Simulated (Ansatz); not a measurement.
**C₂H₄AlBS: up Jacob's ladder to CCSD(T)**

Aim: compute C₂H₄AlBS with functionals from several rungs and with coupled cluster, and see how far each lands from CCSD(T) at the basis-set limit for the atomisation energy.

The runs use Ansatz 0.2.0, Gaussian basis; functionals in def2-TZVPP, the program's frozen cores in correlated methods.

Levels to be run: LDA (SPW92), PBE-D4, revPBE-D4, BLYP-D4, r2SCAN-D4, B97M-V, PBE0-D4, B3LYP-D4, r2SCANh-D4, r2SCAN0-D4, HSE06-D4, BHLYP-D4, CAM-B3LYP-D4, LC-ωPBE, ωB97X-V, ωB97M-V, B2PLYP, PBE-QIDH; CCSD(T)/def2-SVP; CCSD(T)/def2-TZVPP; MP2/def2-QZVPP; extrapolation to the limit; RPA on PBE.

**1. The geometry**

An earlier PBE0-D4 in a triple-zeta def2 set relaxation fixed the geometry.

9 atoms, charge 0, spin multiplicity 1.

Atoms are counted from 1 here; the program's logs count them from 0.

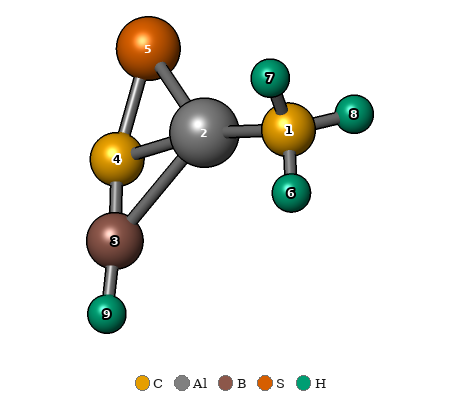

The structure; carbon amber, aluminium grey, boron brown, sulfur orange, hydrogen teal; atoms are numbered from 1 in the order of the file.

Geometry (Å):

```mol
C2H4AlBS
  3D, bonds by distance, orders not assigned

  9 10  0  0  0  0  0  0  0  0999 V2000
   -0.7476   -1.1383   -1.0375 C   0  0
    0.3799    0.1897   -0.2084 Al  0  0
    0.3401    1.1846    1.8364 B   0  0
    1.2724    1.4778    0.9131 C   0  0
    2.1504    1.4237   -0.6061 S   0  0
   -1.5400   -1.4687   -0.3650 H   0  0
   -0.1489   -2.0043   -1.3295 H   0  0
   -1.2024   -0.7261   -1.9415 H   0  0
   -0.4154    1.0152    2.7215 H   0  0
  1  2  8  0
  1  6  8  0
  1  7  8  0
  1  8  8  0
  2  3  8  0
  2  4  8  0
  2  5  8  0
  3  4  8  0
  3  9  8  0
  4  5  8  0
M  END
```

**2. LDA**

This LDA is Slater exchange with PW92 correlation.

in.yaml

```yaml
crystal:
  periodic: [false, false, false]
  atoms:
    - {symbol: C, position_ang: [-0.747570, -1.138251, -1.037550]}
    - {symbol: Al, position_ang: [0.379866, 0.189702, -0.208350]}
    - {symbol: B, position_ang: [0.340112, 1.184556, 1.836404]}
    - {symbol: C, position_ang: [1.272378, 1.477779, 0.913090]}
    - {symbol: S, position_ang: [2.150358, 1.423684, -0.606128]}
    - {symbol: H, position_ang: [-1.539984, -1.468687, -0.364997]}
    - {symbol: H, position_ang: [-0.148910, -2.004344, -1.329453]}
    - {symbol: H, position_ang: [-1.202432, -0.726103, -1.941504]}
    - {symbol: H, position_ang: [-0.415419, 1.015162, 2.721487]}
basis:
  gaussian: {orbitals: def2-TZVPP}
hamiltonian: {xc: lda}
output: {orbitals: {seedname: orbitals}}
```

Command:

```bash
$ ansatz run in.yaml --threads 2 --pin off --events-out ev --progress --plain --max-ram 4352MiB
```

After this run come: PBE-D4 (GGA); revPBE-D4 (GGA); BLYP-D4 (GGA); r2SCAN-D4 (meta-GGA); B97M-V (meta-GGA); B3LYP-D4 (hybrid); r2SCANh-D4 (hybrid); r2SCAN0-D4 (hybrid); HSE06-D4 (hybrid); BHLYP-D4 (hybrid); CAM-B3LYP-D4 (range-separated); LC-ωPBE (range-separated); ωB97X-V (range-separated); ωB97M-V (range-separated); B2PLYP (double hybrid); PBE-QIDH (double hybrid); CCSD(T) in def2-SVP; CCSD(T) in def2-TZVPP; MP2 in def2-QZVPP; RPA on PBE orbitals.

Q: Predict the results of all the runs planned. Wanted: atomisation energy, CCSD(T)/CBS; farthest beyond LDA; mean size of error, GGA; mean size of error, meta-GGA; mean size of error, hybrid; mean size of error, range-separated; mean size of error, double hybrid; gap, smallest and largest; T1 diagnostic.

The runs gave:

| quantity | value |
| --- | --- |
| atomisation energy, CCSD(T)/CBS | 34.372 eV |
| functionals within 0.172 eV (0.5 %) | BLYP-D4, B3LYP-D4, r2SCAN0-D4, CAM-B3LYP-D4, LC-ωPBE, ωB97X-V |
| farthest beyond LDA | PBE-D4 (+1.136 eV) |
| mean size of error, GGA | 0.483 eV |
| mean size of error, meta-GGA | 0.599 eV |
| mean size of error, hybrid | 0.422 eV |
| mean size of error, range-separated | 0.117 eV |
| mean size of error, double hybrid | 0.259 eV |
| gap, smallest and largest | 2.38 eV (BLYP-D4), 8.85 eV (LC-ωPBE) |
| T1 diagnostic | 0.0138 |
| triples share of the correlation energy | 5.1 % |

In words: LDA overbinds by 5.328 eV (16 %). PBE-D4 misses by +1.136 eV. Double hybrids carry the basis error of their MP2 part in triple zeta, and no dispersion term here, so their miss is partly the set-up's. Taken by rung, range-separated functionals do best (0.117 eV on average) and meta-GGA ones worst beyond LDA (0.599 eV). Misses under about 0.172 eV are within the doubt on the reference itself, which lacks core-valence correlation, relativity and higher excitations. Hartree-Fock recovers 73 % of the binding; the rest is correlation. CCSD(T) in def2-SVP is off by -1.966 eV, more than most functionals: a good method in a small basis is no reference. Orbital gaps span 2.4 to 8.8 eV; exact exchange widens them.
